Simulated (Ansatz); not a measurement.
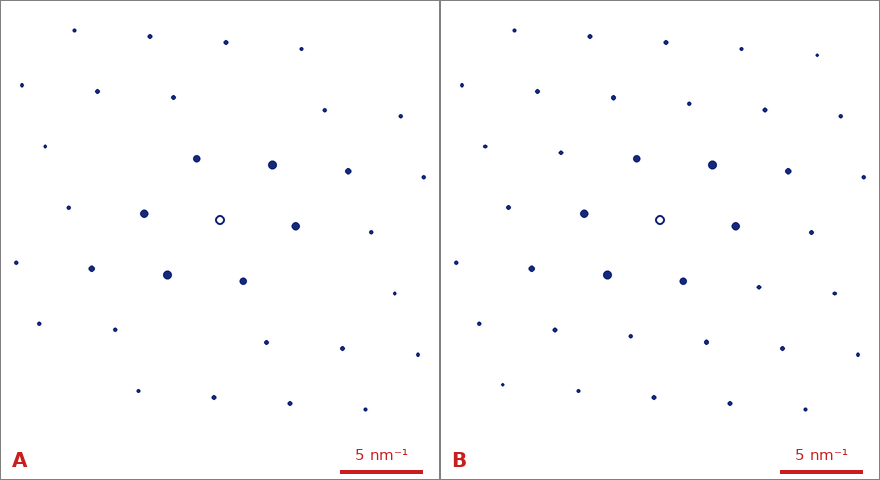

Two kinematic electron diffraction simulations (80 kV, B = 0.5 Å²) along [101] of MgBe, space group P-6m2 (No. 187), a = 2.88 Å, c = 4.22 Å (hexagonal axes). In one, Mg and Be are ordered as in the structure; in the other they share their sites at random (average scattering factor, positions unchanged, diffuse scattering left out). Structure: the geometry relaxed with DFT PBEsol, scalar-relativistic, plane waves, PAW (Ansatz); the starting structure was generated, so it need not be a known form of this composition.

Which pattern belongs to the ordered crystal, and which reflections tell?

B is ordered. It has difference reflections such as 1 -2 -1, 1 1 -1, 3 0 -3 (d = 1.36 Å for the first), whose structure factor is proportional to f(Mg) − f(Be); they vanish when the two elements are mixed, although the lattice stays the same for some or all of them: the mixed structure has higher symmetry or its sites cancel there.
